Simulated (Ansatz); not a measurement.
# BH₄NO (SMILES NBO): one structure at several levels

How do the functionals fare away from a minimum? The structure is a structure displaced at random from a GFN2-xTB minimum.

Computed with Ansatz 0.2.0, Gaussian basis. Level: single points in def2-TZVPP.

Cores are frozen in the correlated methods.

## 1. The starting structure

7 atoms, charge 0, spin multiplicity 1.

Atoms are counted from 1 here; the program's logs count them from 0.

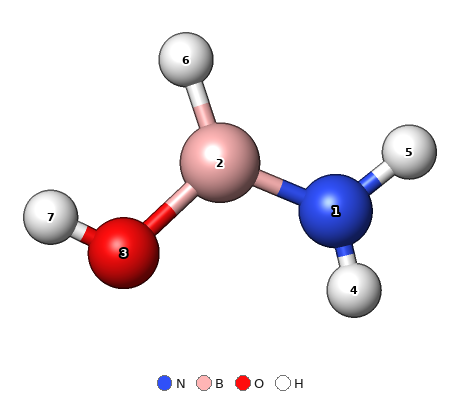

Start geometry, drawn with nitrogen blue, boron pink, oxygen red, hydrogen white; atoms are numbered from 1 in the order of the file.

As a file:

```xyz
7

N    -0.9587    0.1508   -0.4510
B     0.2518    0.2261    0.2046
O     1.0691   -0.9877    0.1487
H    -1.2826   -0.5679   -0.8502
H    -1.5521    0.9955   -0.5178
H     0.7185    1.1095    0.8299
H     1.8204   -0.8947    0.6149
```

## 2. CCSD(T)/def2-TZVPP

File run/in.yaml:

```yaml
crystal:
  periodic: [false, false, false]
  atoms:
    - {symbol: N, position_ang: [-0.958700, 0.150800, -0.451000]}
    - {symbol: B, position_ang: [0.251800, 0.226100, 0.204600]}
    - {symbol: O, position_ang: [1.069100, -0.987700, 0.148700]}
    - {symbol: H, position_ang: [-1.282600, -0.567900, -0.850200]}
    - {symbol: H, position_ang: [-1.552100, 0.995500, -0.517800]}
    - {symbol: H, position_ang: [0.718500, 1.109500, 0.829900]}
    - {symbol: H, position_ang: [1.820400, -0.894700, 0.614900]}
basis:
  gaussian: {orbitals: def2-TZVPP}
correlation: {method: ccsd_t}
output: {forces: true}
```

The command line of these runs was not kept.

## 3. PBE0-D4/def2-TZVPP

run/in.yaml: that of step 2 with these lines changed.

```diff
@@ -12,3 +12,3 @@
   gaussian: {orbitals: def2-TZVPP}
-correlation: {method: ccsd_t}
-output: {forces: true}
+hamiltonian: {xc: pbe0, dispersion: d4}
+output: {forces: true, orbitals: {seedname: orbitals}}
```

## 4. wB97M-V/def2-TZVPP

run/in.yaml: that of step 3 with these lines changed.

```diff
@@ -12,3 +12,3 @@
   gaussian: {orbitals: def2-TZVPP}
-hamiltonian: {xc: pbe0, dispersion: d4}
-output: {forces: true, orbitals: {seedname: orbitals}}
+hamiltonian: {xc: {name: wB97M-V}}
+output: {forces: true}
```

## 5. r2SCAN-D4/def2-TZVPP

run/in.yaml: that of step 4 with these lines changed.

```diff
@@ -12,3 +12,3 @@
   gaussian: {orbitals: def2-TZVPP}
-hamiltonian: {xc: {name: wB97M-V}}
+hamiltonian: {xc: r2scan, dispersion: d4}
 output: {forces: true}
```

## 6. PBE-D4/def2-TZVPP

run/in.yaml: that of step 5 with these lines changed.

```diff
@@ -12,3 +12,3 @@
   gaussian: {orbitals: def2-TZVPP}
-hamiltonian: {xc: r2scan, dispersion: d4}
+hamiltonian: {xc: pbe, dispersion: d4}
 output: {forces: true}
```

## 7. revPBE-D4/def2-TZVPP

run/in.yaml: that of step 6 with these lines changed.

```diff
@@ -12,3 +12,3 @@
   gaussian: {orbitals: def2-TZVPP}
-hamiltonian: {xc: pbe, dispersion: d4}
+hamiltonian: {xc: {name: revPBE}, dispersion: d4}
 output: {forces: true}
```

## 8. B97M-V/def2-TZVPP

run/in.yaml: that of step 7 with these lines changed.

```diff
@@ -12,3 +12,3 @@
   gaussian: {orbitals: def2-TZVPP}
-hamiltonian: {xc: {name: revPBE}, dispersion: d4}
+hamiltonian: {xc: {name: B97M-V}}
 output: {forces: true}
```

(Steps that only read results are left out.)

Q: Predict the outcome of this session. Wanted: energy less free atoms, CCSD(T)/def2-TZVPP; RMS force component; RMS force error; HOMO and LUMO, PBE0-D4; T1 diagnostic.

**Answer**, as computed:

| quantity | value |
| --- | --- |
| energy less free atoms, CCSD(T)/def2-TZVPP | -610.5 kcal/mol |
| RMS force component | 3.265 to 3.404 eV/Å over the methods |
| RMS force error | PBE0-D4 0.126, wB97M-V 0.074, r2SCAN-D4 0.078, PBE-D4 0.200, revPBE-D4 0.202, B97M-V 0.158 eV/Å |
| HOMO and LUMO, PBE0-D4 | -7.97 and 1.09 eV |
| T1 diagnostic | 0.012 |

What this shows: Against CCSD(T) the functionals' energies less atoms differ by -31.2 to -13.1 kcal/mol, PBE-D4 by -31.2 kcal/mol. CCSD(T) in triple zeta still lacks some correlation energy of the bonds, so part of these gaps is its own basis error and they don't rank the functionals. The forces of wB97M-V come nearest to CCSD(T), those of revPBE-D4 are farthest. Frozen-core CCSD(T) forces in triple zeta carry basis errors of their own, and this is one geometry, so small gaps rank nothing.
